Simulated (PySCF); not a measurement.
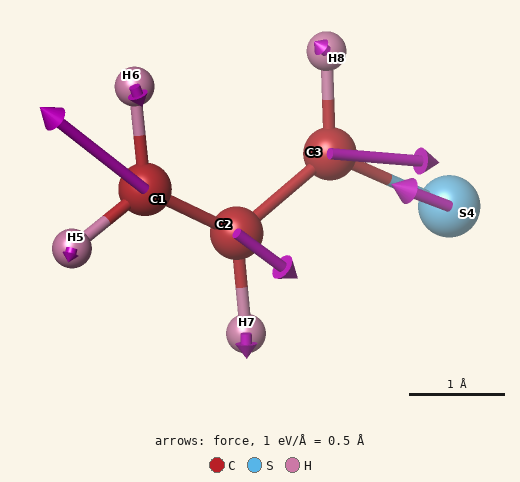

Starting geometry of C3H4S with the computed forces as purple arrows. Style: ball-and-stick. Shown at a tilt.

The start comes from GFN2-xTB. Its atoms were then displaced at random by about 0.01 Å.

Method: PBE0-D3(BJ)/def2-SVP geometry optimisation, gas phase (PySCF 2.14.0, density-fitted response routines). 

Question: Is this structure relaxed? If not, where do the atoms go?

Answer: It isn't relaxed: the largest force vector, on C1, is 3.33 eV/Å. The final displacements follow the starting forces only in part (cosine between the two patterns 0.65). The atom that moves furthest after the best rigid fit is C3 (0.043 Å). By element the largest moves are C 0.043 Å, H 0.040 Å, S 0.025 Å. Near-neighbour distances that change, for instance: C3–S4 1.673 → 1.625 Å, C1–C2 1.302 → 1.344 Å, C2–C3 1.419 → 1.449 Å, C1–H6 1.110 → 1.095 Å. Bond angles that change, for instance: C2–C3–H8 119.5° → 114.9°, S4–C3–H8 116.3° → 120.0°, H5–C1–H6 113.9° → 117.2°. Over 8 geometry steps the energy falls by 3.26 kcal/mol. Cost: 12 s on 1 thread of Arm Neoverse V2 (shared host).
